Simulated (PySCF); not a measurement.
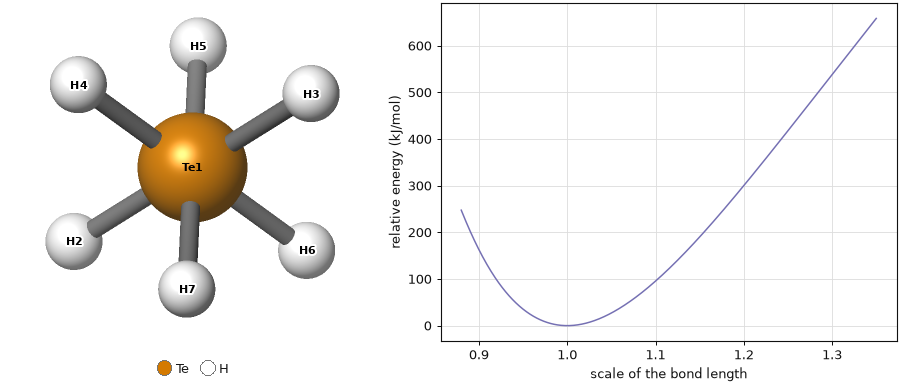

Rigid scan of TeH₆, singlet, from a minimum of the shape that electron-pair counting expects: all bonds to atom 1 scaled (atom 1 is the central atom). PBE0/def2-TZVP (ECP) in PySCF 2.14.0, restricted determinant, no spin-orbit coupling; energies counted from the minimum. Splines pass through the computed points.

> What does it cost to go to either end of the scan?

247.5 kJ/mol at 0.88 and 658.4 kJ/mol at 1.35.

> Give the values at the computed points.

In kJ/mol:
```tsv
scale of the bond length	PBE0
0.88	247.5
0.92	98.3
0.96	22.1
1.00	0.0
1.04	17.8
1.08	64.2
1.14	169.6
1.22	346.6
1.35	658.4
```
